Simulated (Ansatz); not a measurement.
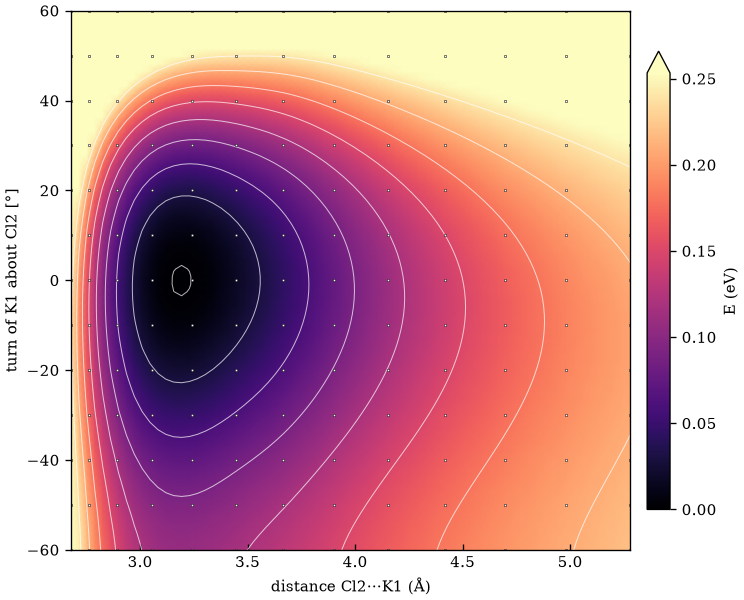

ClHK, charge +1. The turn is about an axis along (0.88, 0.47, 0.00) in the frame of the relaxed pair, normal to the line between the partners. The first coordinate is: distance Cl2···K1; the second: turn of K1 about Cl2. The scan uses a 13 × 13 grid. Points are written as (first, second). Energies are in eV, from the lowest grid point. Level of theory: Ansatz, RKS r2SCAN0-D4/def2-TZVPD.

Drawn: a smooth colour map with a few white contour lines, dots at the grid points, one colour for all values above the top of the scale. Between grid points the surface is interpolated.

The lowest grid point is at (3.239 Å, 0°). It is the only kind of minimum in the scanned range. The highest grid point, (2.680 Å, 60°), lies 0.866 eV above the lowest. Round the minimum the two coordinates are nearly uncoupled.

The level of theory is changed to Ansatz 0.2.0, RHF-MP2, frozen core/def2-TZVPD; with it change the reference geometry, relaxed at the new level; the new grid has 15 × 15 points.

**How does the landscape change?**

The minimum (interpolated where it lies between grid points) moves from about (3.190 Å, 0°) to about (3.205 Å, 0°). The curvature at the minimum changes by less than a tenth (about 0.88) eV/Å² along distance Cl2···K1 and by less than a tenth (about 0.49) eV/rad² along turn of K1 about Cl2.

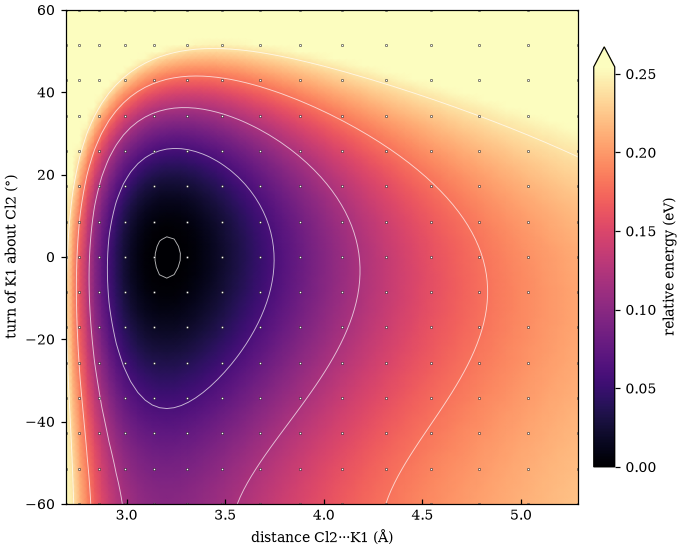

The map after the change, on a colour scale of its own. Drawn: a smooth colour map with a few white contour lines, dots at the grid points, one colour for all values above the top of the scale. Between grid points the surface is interpolated.
